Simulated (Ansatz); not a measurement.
Electronic density of states of amorphous Nb16O41H2, density 4.22 g/cm³, on a 2×2×2 Γ-centred mesh with a Gaussian width of 0.1 eV; energies count from the Fermi level, whose place inside the gap is arbitrary. Cell and mesh are small, so fine structure isn't converged. Method: PBE, scalar-relativistic without spin-orbit coupling (plane waves to 420 eV, PAW; Ansatz, a quantum-chemistry and plane-wave program). Sampling: a 2×2×2 Γ-centred mesh; Fermi-Dirac width 0.02 eV; no spin polarisation. At PBE the levels at the filled edge of the gap are localised (band-tail or defect states).

The cell was made by melting and quenching with the CHGNet potential and then relaxed with DFT. O atoms were pushed apart under 1.9 Å during the dynamics, to hinder bonds among them. The hot cell started wider than the set density and was brought back towards it in steps. It is the lowest in DFT energy of 2 quenches. It is a model cell: composition and starting density were chosen by hand, and all elements were melted together. No dispersion term was used. Its density started from a set value of 4.22 and ended at 4.22 g/cm³. The simulated quench (nominally 440 K/ps over its main leg) is rapid and tends to freeze in more defects than a deposited or slowly cooled glass has. A cell of this size samples the disorder only roughly. The volume was held where the preparation left it, at a PBE pressure of 1.6 GPa. Stress components on the final sampling reach 3.1 GPa. On a 2×2×2 Γ-centred mesh force components of up to 0.12 eV/Å stay, since the relaxation ran on the zone centre alone.

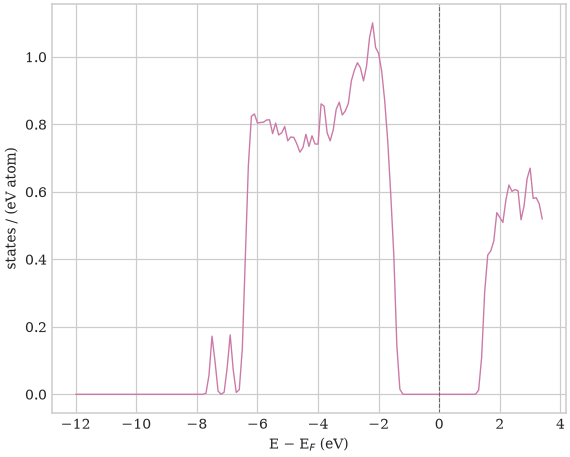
Figure. Density of states per atom

The level gap on this mesh is 2.88 eV; the broadening fills part of it in the curve.
